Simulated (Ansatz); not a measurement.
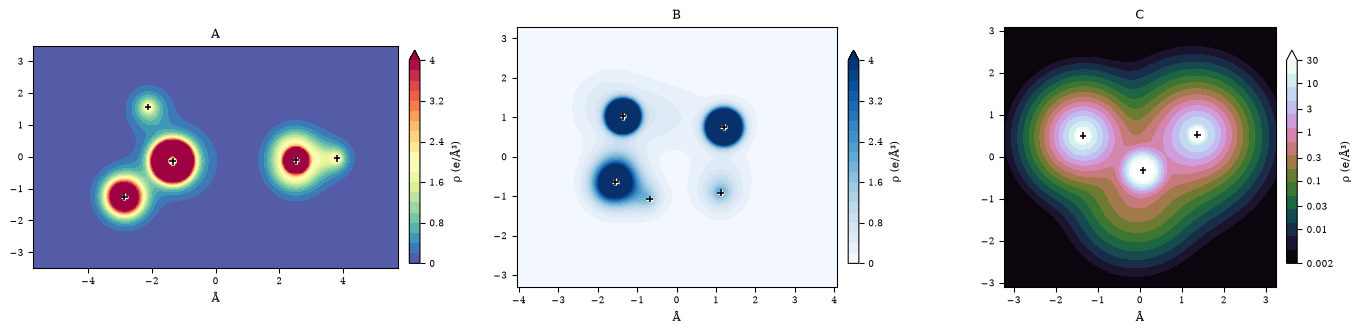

The electron density of 3 systems, each on a plane through atoms (crosses mark nuclei in the plane).

These are results of RKS PBE0-D4/def2-TZVPPD (Ansatz), not measurements.

System 1: FH₂OSi (SMILES [O-][SiH2]F) (charge −1), the plane of atoms O1, Si2 and F3. Geometry: PBE0-D4/def2-TZVPD.

```xyz
5

O    -1.2672    0.6571    0.8462
Si   -0.1037    0.0488    0.0216
F     1.2145   -0.4526    0.8761
H    -0.4121   -1.2200   -0.7572
H     0.5686    0.9668   -0.9867
```

System 2: AlFH₃OSi (charge −1), the plane of atoms Si4, Al2 and H7. Geometry: PBE0-D4/def2-TZVPD.

```yaml
atoms:
  - { symbol: F, position_ang: [-0.9616, -1.8657, -1.3370] }
  - { symbol: Al, position_ang: [-0.0438, -0.9396, -0.2286] }
  - { symbol: O, position_ang: [-0.3138, 2.0265, 0.5978] }
  - { symbol: Si, position_ang: [-1.2813, 0.7943, 1.2128] }
  - { symbol: H, position_ang: [0.9570, -1.9265, 0.6098] }
  - { symbol: H, position_ang: [0.2819, 1.6652, -0.0889] }
  - { symbol: H, position_ang: [0.8367, 0.2259, -1.0446] }
```

System 3: ClH₂OSn (charge −1), the molecular plane. Geometry: PBE0-D4/def2-TZVPD; core potentials replace the inner electrons of Sn; at this geometry the atoms fall into two loosely joined parts.

```xyz
5

O     0.3850   -1.1936    2.2258
Sn    0.2690    0.0038    0.7808
Cl   -2.2059    1.9863   -1.4553
H    -2.9783    2.6680   -2.2290
H     2.0631    0.2656    0.3408
```

Which map belongs to which system?

Answer. Panel A is system 3, ClH₂OSn: the plane holds O, Sn, Cl and H. Sn–O (1.88 Å): the density is about 1 e/Å³ at the midpoint. Panel B is system 2, AlFH₃OSi: the plane holds Al, O, Si and H. Si–O (1.68 Å): ρ is about 1.1 e/Å³ halfway. Panel C is system 1, FH₂OSi: the plane holds O, Si and F. Si–O (1.55 Å): ρ is about 1.5 e/Å³ halfway.
